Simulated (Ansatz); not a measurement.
```xyz
12

C    -0.6529    1.8627    2.2023
C    -0.3921    0.4418    1.7435
C    -0.4389    0.1117    0.4380
B    -0.9675    2.8338    1.0100
Ge   -0.8677    1.6541   -0.6830
H    -1.2035    4.0059    1.1692
H    -1.4811    1.9090    2.9424
H     0.2013    2.2672    2.7878
H    -0.1628   -0.3121    2.5117
H    -0.2490   -0.9176    0.1153
H     0.2422    1.9716   -1.7046
H    -2.1673    1.4585   -1.4888
```

Geometry: r2SCAN-D4/def2-SVP.

Computed with isolated molecule in a Gaussian basis; Kohn-Sham density functional theory, functional PBE0 in Ansatz.

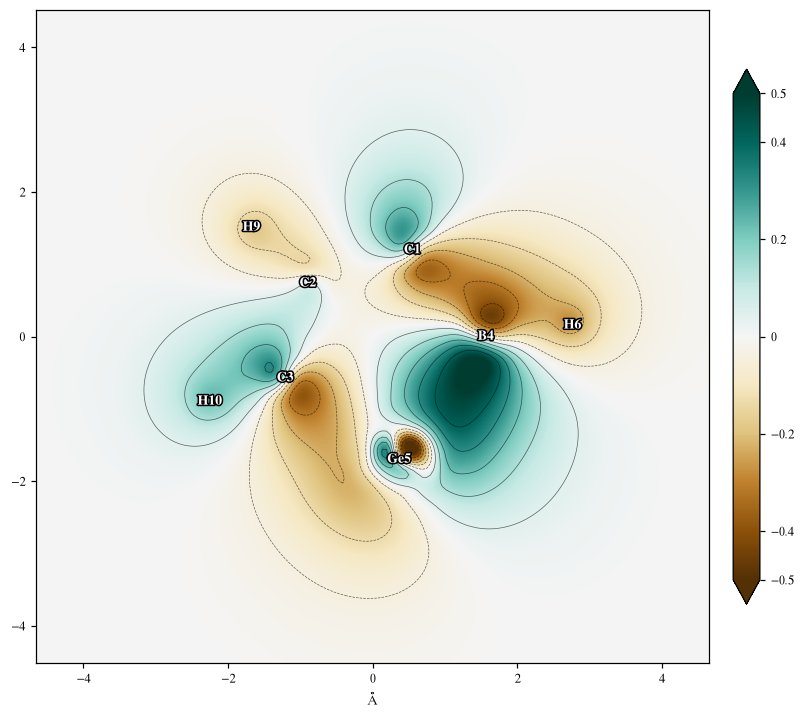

C3H7BGe. The HOMO−1 on the plane of atoms C2, C1 and B4 (values in Å⁻³ᐟ²; the overall sign is arbitrary).

What is the character of this orbital?

Answer. By Hirshfeld shares it lies mainly on Ge5 (about 35 %), B4 (about 30 %), C3 (about 10 %) and C1 (about 10 %). Its energy is −7.60 eV.
